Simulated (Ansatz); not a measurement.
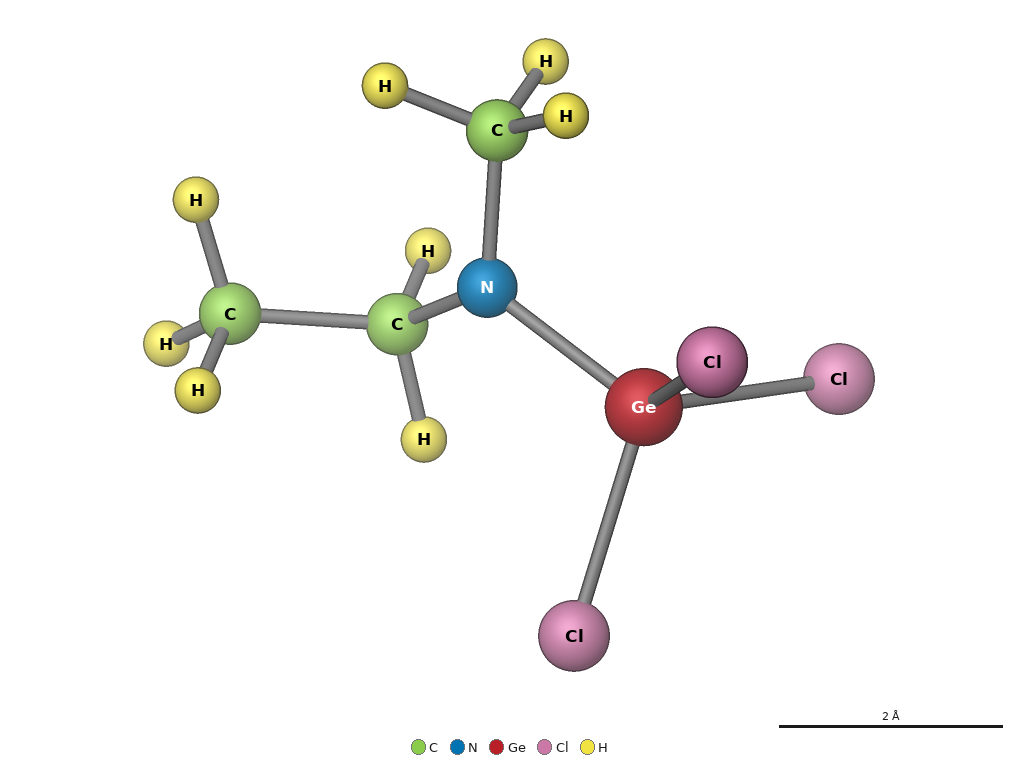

Atoms fade into the background with distance from the viewer. Computed geometry: PBE-D4/def2-SVP optimisation. No frequency run is at hand to confirm it as a minimum. Masses are those of the most abundant isotopes; constants are for the rigid equilibrium geometry.

**What kind of rotor is it, and what are its rotational constants in MHz?**

An asymmetric top (C1): A = 1011, B = 687, C = 638 MHz. Ray's parameter κ is −0.74, nearer the prolate limit.
